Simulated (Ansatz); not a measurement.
Computed with PBE (plane waves to 420 eV, PAW; Ansatz, a quantum-chemistry and plane-wave program).

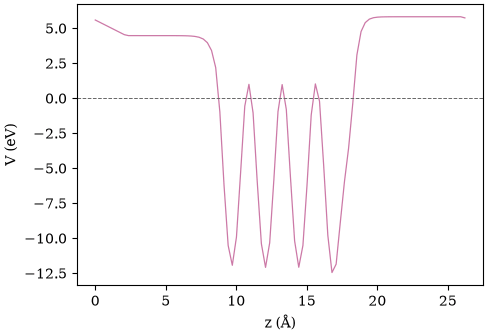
Fig. 1. Planar average of the electrostatic potential across the slab, in eV from the Fermi level, for C on the 1x1 (111) surface of fcc Ag, one in a 2x1 cell, started at the site 'bridge Ag-Ag (span 2.9 Å)'

Set-up: 9 atoms, 7.1 Å thick at the start under the adsorbate (thin: gaps and levels are the slab's own); mesh 6x12x1; 0.1 eV smearing; dipole correction on; 4 atoms held, the rest relaxed; start symmetry kept, larger cells not searched; spin-polarised, no spin-orbit, no U, no dispersion correction. The starting moment vanished. At the end it is bonded to 3 Ag. In PBE it is, or lies within 0.03 eV of, the lowest of the starts that converged.

Problem. The surface cell has an area of 14.90 Å². What dipole along the normal does the step between the two vacuum levels imply?

Solution. the top vacuum level lies 1.35 eV above the bottom one; p = −ε₀ A ΔV (ε₀ = 0.005526 e/(V·Å)) gives -0.11 e·Å a cell.
